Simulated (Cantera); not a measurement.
Input: 1 mol SiH₄, 0.39 mol Cl₂, 600 mol H₂, at 1.00 bar.

These are equilibrium values from Cantera (NASA tables, ideal gas, pure condensed phases), not measurements of a reactor. Candidate condensed phases: Si; 19 gas species. Gases not in the tables: Si₂H₆ and higher silanes. Rates play no part.

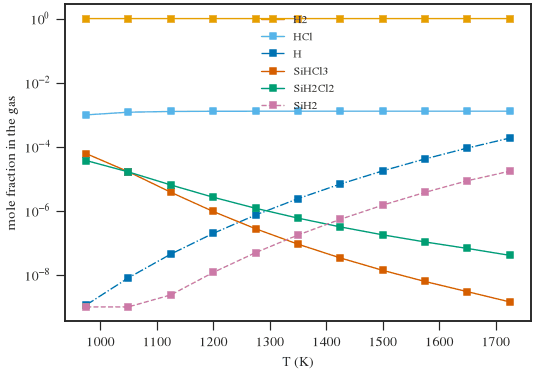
Figure. Equilibrium gas composition (values under 1e-9 drawn at 1e-9)

From 975 K to 1650 K the condensed part is Si(s). At 1725 K the condensed part is Si(l). The main Si-bearing gas is SiHCl₃ at 975 K and SiH₂ at 1725 K. The share of Si in condensed phases is highest at 1350 K (99.6 %) and lowest at 975 K (93.0 %).
